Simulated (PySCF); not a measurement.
# Se₂ (charge +1): single-point calculation

System: Se₂, charge +1, multiplicity 2.
Method: UHF/6-31g(3d), mp2 (PySCF 2.14.0).

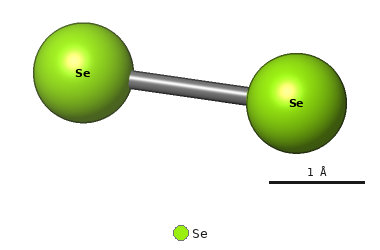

The structure as given in the input (ball-and-stick view, seen at a tilt). Bond lengths as drawn: Se–Se 2.33 Å.

**Input file**
```python
from pyscf import gto, scf, mp

mol = gto.M(
    atom='Se 0 0 0; Se 0 0 2.33',
    basis='6-31g(3d)',
    charge=1,
    spin=1,
    verbose=4,
)
mf = scf.UHF(mol)
mf = mf.sfx2c1e()
mf = mf.density_fit(auxbasis='def2-universal-jkfit')
mf.kernel()
mp.MP2(mf, frozen=18).kernel()
mf.dip_moment()
print('orbital energies (hartree):', [e[max(0, n-3):n+3].round(4) for e, n in zip(mf.mo_energy, mol.nelec)])
```

Hardware: 1 CPU thread, shared host.

Launch command:
```bash
OMP_NUM_THREADS=1 python input.py
```

**Output**
```
pyscf.lib.exceptions.BasisNotFoundError: Basis set not found for Se

During handling of the above exception, another exception occurred:

KeyError: 'Basis set 6-31g(3d) does not exist'

During handling of the above exception, another exception occurred:

pyscf.lib.exceptions.BasisNotFoundError: Basis set not found for Se in 6-31g(3d)
```

**Outcome**

```tsv
quantity	value
outcome	refused by the program
```

**What went wrong**

Some settings of this run were drawn to be unusual or wrong. The program refused the input: “Basis set not found for Se in 6-31g(3d)”
